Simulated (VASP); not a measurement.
Energy against volume of MgO (rock salt). Method: AM05 GGA, VASP's PBE PAW potentials (set 64) (plane waves; VASP).

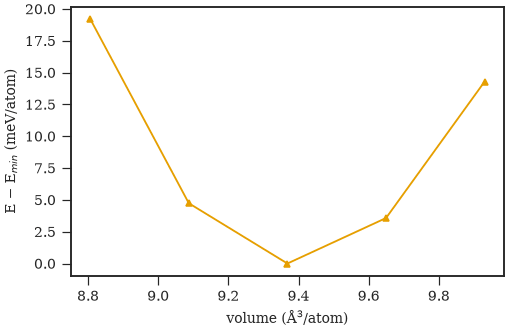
*Energy against volume*

### Question
Estimate the equilibrium volume and the bulk modulus.

### Answer
The minimum lies near 9.4 Å³/atom, and the curvature gives B0 of about 160 GPa.

Measured: bulk modulus 170 GPa at 0 K (computed value off by -7.5 %), as given by Daniel Mejia-Rodriguez et al., Physical Review B (2018), arXiv:1807.09216 [0 K value with the zero-point phonon effect removed]; a 4.189 Å at 0 K (computed value off by +0.7 %), as given by Daniel Mejia-Rodriguez et al., Physical Review B (2018), arXiv:1807.09216 [static lattice: zero-point anharmonic expansion removed].

The compound is MgO in the rock salt structure. It was relaxed first.
